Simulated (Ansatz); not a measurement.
| atom | x (Å) | y (Å) | z (Å) |
| --- | --- | --- | --- |
| C | -2.7615 | 0.5677 | -1.0027 |
| C | -1.6479 | 1.2811 | -0.3546 |
| C | -1.1055 | 2.5764 | -0.7385 |
| Cl | -4.0177 | 1.4181 | -0.0024 |
| F | -1.1028 | 0.6887 | 0.6340 |
| H | -2.9022 | 0.8129 | -2.0628 |
| H | -2.7791 | -0.5101 | -0.7966 |
| H | -0.1532 | 2.3512 | -1.2712 |
| H | -1.7682 | 3.1252 | -1.4184 |
| H | -0.8267 | 3.1685 | 0.1485 |

Geometry: B3LYP-D3(BJ)/def2-SVP.

The calculation used isolated molecule in a Gaussian basis; Kohn-Sham density functional theory, functional PBE0 in Ansatz 0.2.0.

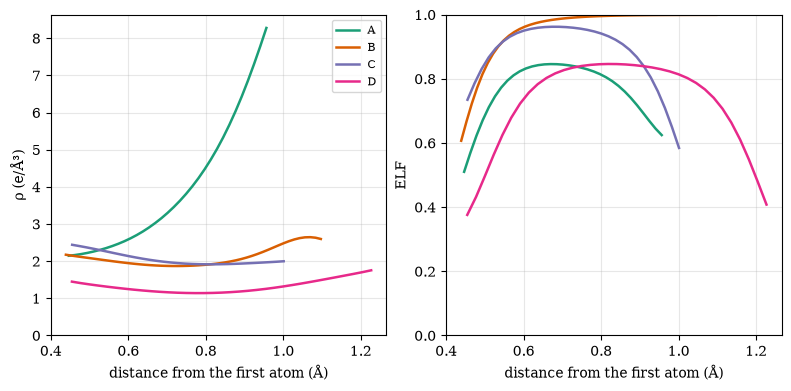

C$_{3}$H$_{5}$ClF (SMILES C[C+](F)CCl) (charge +1). Electron density and ELF along straight lines between neighbouring atoms. The curves leave out the atomic cores.

**Which curve belongs to which contact (C–C, C–Cl, C–F and C–H)? The first atom named is at distance zero.**

Curve A: C–F (1.27 Å): the density is about 2.8 e/Å³ at the midpoint; the ELF peaks at about 0.85 between the atoms: a polar covalent bond. Curve B: C–H (1.10 Å): ρ is about 2 e/Å³ halfway; the ELF climbs to about 1 towards the hydrogen, as it does in any bond to H: a covalent bond by its length. Curve C: C–C (1.46 Å): the density is about 1.9 e/Å³ at the midpoint; the ELF peaks at about 0.95 between the atoms: a covalent bond. Curve D: C–Cl (1.82 Å): the density is about 1.2 e/Å³ at the midpoint; the ELF peaks at about 0.85 between the atoms: localised, covalent bonding.
